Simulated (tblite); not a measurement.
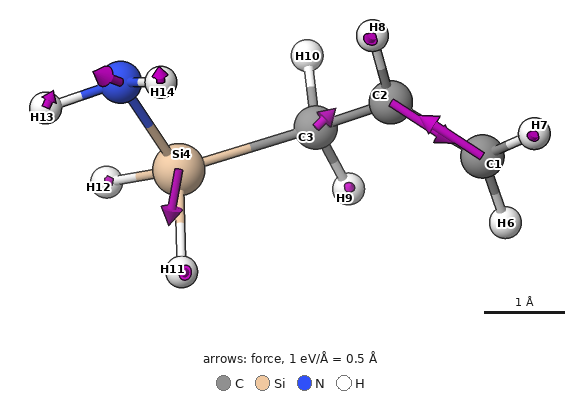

Starting geometry of C$_{3}$H$_{9}$NSi with the computed forces as purple arrows. The picture is a ball-and-stick view, seen from a free direction.

Level of theory: GFN2-xTB geometry optimisation, gas phase (tblite 0.8.0). 

### Is this structure relaxed? If not, where do the atoms go?

It isn't relaxed: the largest force vector, on C atoms, is 1.95 eV/Å. The final displacements have little in common with the starting forces (cosine between the two patterns 0.19). The energy falls by 0.263 eV in 79 geometry steps. The atom that moves furthest after the best rigid fit is an H atom (0.42 Å). By element the largest moves are H 0.42 Å, C 0.17 Å, Si 0.16 Å, N 0.11 Å. Some distances before and after: C–C 1.357 → 1.322 Å, C–Si 1.876 → 1.910 Å, N–Si 1.701 → 1.723 Å, H–Si 1.490 → 1.472 Å. Bond angles that change, for instance: N–Si–H 104.5° → 115.8°, Si–N–H 109.2° → 118.8°, C–Si–N 112.8° → 106.1°. The run took 1 s on 1 thread of Intel(R) Xeon(R) Processor @ 2.50GHz (shared host).
